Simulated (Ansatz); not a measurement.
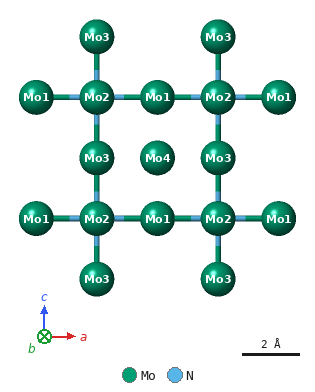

Starting structure of solid Mo4N (a generated structure, set up in Pm-3m) (coarse preliminary run). Style: ball-and-stick. Shown: the cell of the calculation, along the b axis.

Theory: DFT PBE, scalar-relativistic, plane waves, PAW (Ansatz 0.2.0).

Input
```yaml
crystal:
  lattice:
    - [4.31830255, 0.0, 0.0]
    - [0.0, 4.31830255, 0.0]
    - [0.0, 0.0, 4.31830255]
  atoms:
    - { symbol: Mo, position: [0.5, 0.0, 0.0], spin: 1.0 }
    - { symbol: Mo, position: [0.0, 0.5, 0.0], spin: 1.0 }
    - { symbol: Mo, position: [0.0, 0.0, 0.5], spin: 1.0 }
    - { symbol: Mo, position: [0.5, 0.5, 0.5], spin: 1.0 }
    - { symbol: "N", position: [0.0, 0.0, 0.0] }
basis:
  ecutwfc: 420
kpoints:
  mp_grid: { grid: [4, 4, 4] }
hamiltonian:
  xc: pbe
scf:
  occupations: { method: gaussian, width: 0.1 }
  lower_state_search: "off"
output:
  forces: true
  stress: true
  eigenvalues: true
  populations: true
magnetization:
  spin_polarized: true
relax:
  adjacent_minimum: "off"
  f_tol: 0.04
  max_steps: 70
  cell: { stress_tol: 0.4 }
```

Launched with:
```bash
ansatz run input.yaml --threads 1 --pin off --max-ram 2560MiB --backend cpu --events-out ev --progress --plain --runs-dir out
```

Predict the outcome.

Answer. No atom moves by more than 0.005 Å relative to the cell. The drawn cell changes as follows: a = b = c 4.318 → 4.118 Å (−4.6 %); the volume changes by −13.3 %. Some distances before and after: Mo1–Mo2 3.054 → 2.912 Å, Mo1–N5 2.159 → 2.059 Å. The space group stays Pm-3m (No. 221). The energy falls by 1.101 eV per cell of the calculation in 3 accepted moves (4 points after the start). All forces vanish by symmetry, so only the cell relaxes. Pressure: −28.83 GPa at the start and −0.11 GPa at the end. The SCF was repeated once at an unchanged geometry on a basis and grid sized afresh for the cell, which shifted the energy by 6.3 meV per cell of the calculation at most. The program noted that the starting moments weren't kept. Cost: 15 s on 1 thread of Intel(R) Xeon(R) 6975P-C (Granite Rapids), on a shared host, peak memory 0.39 GiB.

Step by step:

| step | E − E(0), meV/atom | pressure, GPa | volume, Å³/atom | note |
| --- | --- | --- | --- | --- |
| 0 | 0.00 | -28.83 | 16.105 |  |
| 1 | -220.82 | 2.09 | 13.863 |  |
| 2 | -221.30 | -0.57 | 13.994 |  |
| 3 | -221.38 | -0.01 | 13.966 |  |
| 4 | -220.11 | -0.11 | 13.966 | same geometry, new basis |

The structure at the end:

```
Mo N
1.0
     4.11796    0.00000    0.00000
     0.00000    4.11796    0.00000
     0.00000    0.00000    4.11796
Mo N
4 1
Direct
  0.50000 0.00000 0.00000
  0.00000 0.50000 0.00000
  0.00000 0.00000 0.50000
  0.50000 0.50000 0.50000
  0.00000 0.00000 0.00000
```

The end point in the same view:

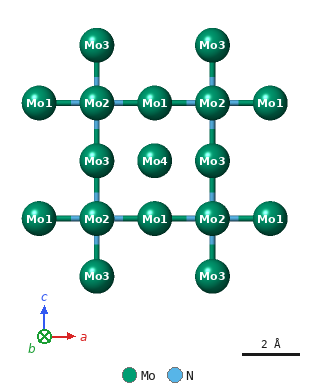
